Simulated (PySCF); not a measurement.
# ClGaH2, SMILES `[Cl][GaH2]`: electronic structure

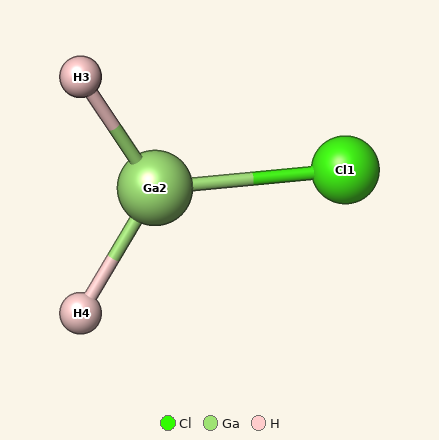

The molecule, with its atoms numbered as below. No frequency check shows the geometry to be a minimum.

Geometry (Å), atoms numbered from 1:

```
Cl1     -1.3975    0.0000    0.0000
Ga2      0.6709    0.0000    0.0000
H3       1.4798   -1.3388    0.0000
H4       1.4798    1.3388    0.0000
```

Part 1: Bonding charge

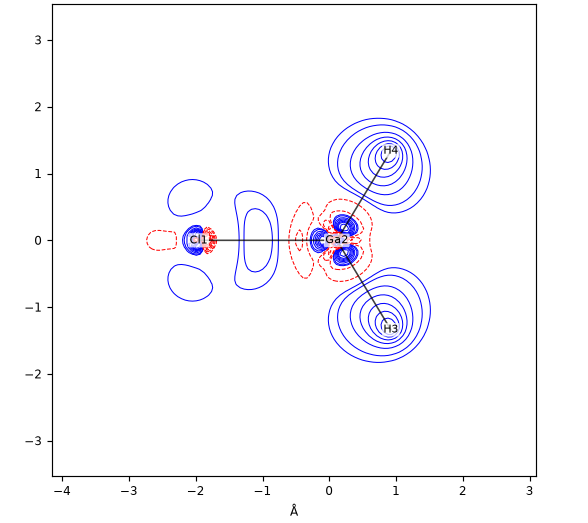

Deformation density (molecule less spherical, spin-averaged free atoms) in the molecular plane; contours at ±0.05 to ±0.8 e/Å³; solid blue lines: gain, dashed red lines: loss.

Level of theory: CAM-B3LYP/def2-TZVP (PySCF), at a geometry from GFN2-xTB.

**Describe the bonding that the map shows.**

Ga2–H3 and Ga2–H4: +0.24 e/Å³ at the bond critical point (bond length 1.56 Å, Mayer order 0.9). Cl1–Ga2: +0.08 e/Å³ at the bond critical point (bond length 2.07 Å, Mayer order 1.2). In all, 0.9 electrons gather in the regions of gain relative to the promolecule. A small or negative value marks a very polar bond, one between electron-rich atoms, whose free-atom densities already overlap strongly, a long bond to a heavier atom, or a closed-shell contact such as a hydrogen bond.

**Where do the Hirshfeld charges lie?**

The highest Hirshfeld charge is on Ga2 (+0.44 e), the lowest on Cl1 (−0.19 e).

```json
{"atom": "Cl1", "charge (e)": "−0.19"}
{"atom": "Ga2", "charge (e)": "+0.44"}
{"atom": "H3", "charge (e)": "−0.12"}
{"atom": "H4", "charge (e)": "−0.12"}
```

Part 2: Bond critical points

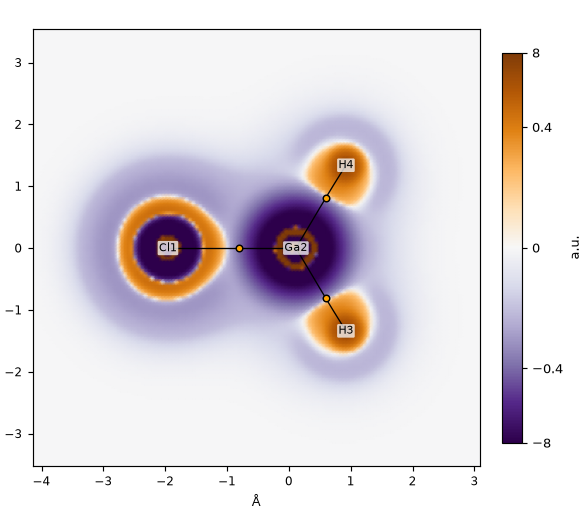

Negative Laplacian of the density (−∇²ρ) in the molecular plane (orange positive, purple negative, colour scale in a.u., logarithmic beyond ±0.04), with bond paths and bond critical points (dots).

**Sort the bonds in the plane by the sign of ∇²ρ at their critical points.**

At none is it concentrated. Depleted (∇²ρ > 0): Ga2–H3 and Ga2–H4 (+0.14 a.u., H = −0.055); Cl1–Ga2 (+0.35 a.u., H = −0.039).

**Where along Ga2–H3 does the critical point lie?**

0.94 Å from Ga2 and 0.63 Å from H3.

Part 3: Local ionisation energy

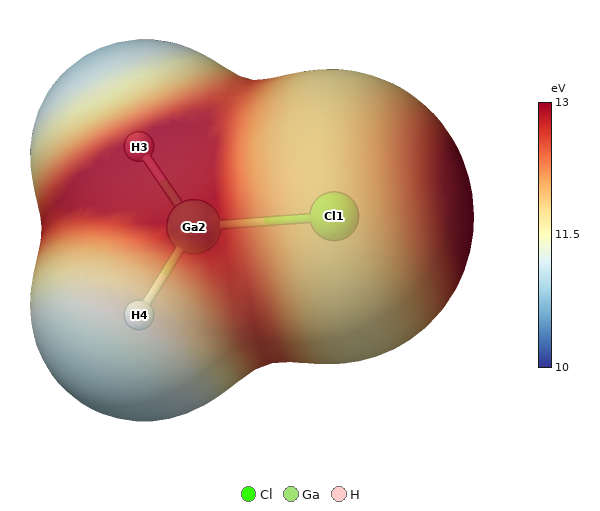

Average local ionisation energy on the surface of electron density 0.001 a.u.

**Where are the most loosely bound electrons on this surface?**

The lowest value is 10.9 eV, 1.5 Å from H4, and at like points elsewhere. Further minima include 11.6 eV, 2.1 Å from Cl1, and at like points elsewhere. For comparison, the highest occupied orbital lies at −9.7 eV.

Part 4: Excited states

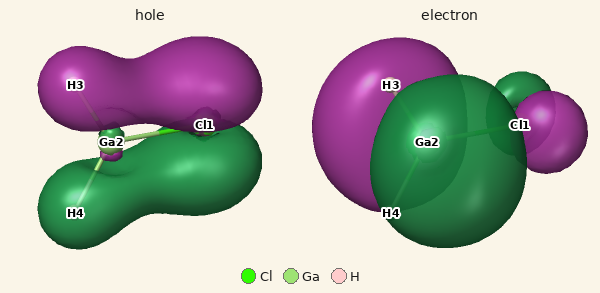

Leading natural transition orbital pair of S₂ (TDA singlet states); the surfaces enclose about 78 % of each orbital's density.

PySCF calculation, CAM-B3LYP/def2-SVPD, gas phase; geometry: GFN2-xTB.

**Give its energy, strength and character.**

6.92 eV (179 nm), f = 0.000 (dark), n → empty p orbital of Ga2; the leading pair carries 99 %; hole on Cl1 (66 %), Ga2 (19 %) and H3 and H4 (7 % each), electron on Ga2 (75 %), Cl1 (14 %) and H3 and H4 (6 % each); their centroids lie 1.2 Å apart. In canonical orbitals it is mainly HOMO−2 → LUMO (98 %). The HOMO–LUMO gap is 8.90 eV.

The PySCF runs shown took 21 s and 2.5 min on 1 thread of Intel(R) Xeon(R) Processor @ 2.50GHz (Skylake/Cascade Lake), with other jobs on the host.
